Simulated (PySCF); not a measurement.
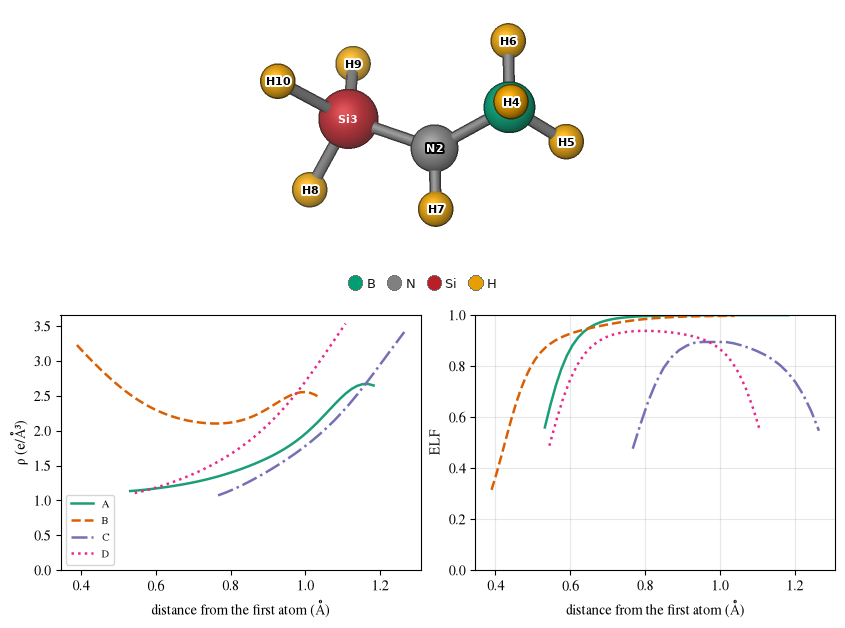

The picture shows: BH$_{7}$NSi (charge −1). Electron density and electron localisation function along straight lines between neighbouring atoms. The curves leave out the atomic cores. The structure is drawn too.

Geometry: GFN2-xTB, MD frame at 250 fs, 400 K.

Theory: PBE0/pcSseg-1, SCF density, gas phase, non-relativistic in PySCF 2.14.0.

| atom | x (Å) | y (Å) | z (Å) |
| --- | --- | --- | --- |
| B | 1.1870 | 0.2805 | 0.4943 |
| N | 0.0068 | -0.0396 | -0.3760 |
| Si | -1.6314 | -0.1245 | -0.1363 |
| H | 1.7269 | -0.7246 | 0.8037 |
| H | 1.9077 | 1.0834 | -0.0746 |
| H | 0.7538 | 0.8467 | 1.4960 |
| H | 0.2688 | -0.2924 | -1.3492 |
| H | -2.2340 | -0.1335 | -1.4597 |
| H | -2.2478 | 1.0478 | 0.5696 |
| H | -2.3653 | -1.4186 | 0.5462 |

Question: Which curve belongs to which contact (B–H, B–N, N–H and Si–N)? The first atom named is at distance zero.

Answer: Curve A: B–H (1.18 Å): ρ at the midpoint is about 1.2 e/Å³; the ELF climbs to about 1 towards the hydrogen, as it does in any bond to H; a covalent bond by its length. Curve B: N–H (1.04 Å): ρ is about 2.6 e/Å³ halfway; the ELF climbs to about 1 towards the hydrogen (an ordinary covalent bond to hydrogen). Curve C: Si–N (1.66 Å): the density is about 1.2 e/Å³ at the midpoint; the ELF peaks at about 0.90 between the atoms, as expected for a short, strongly polar bond. Curve D: B–N (1.50 Å): ρ at the midpoint is about 1.5 e/Å³; the ELF peaks at about 0.95 between the atoms: a polar covalent bond.
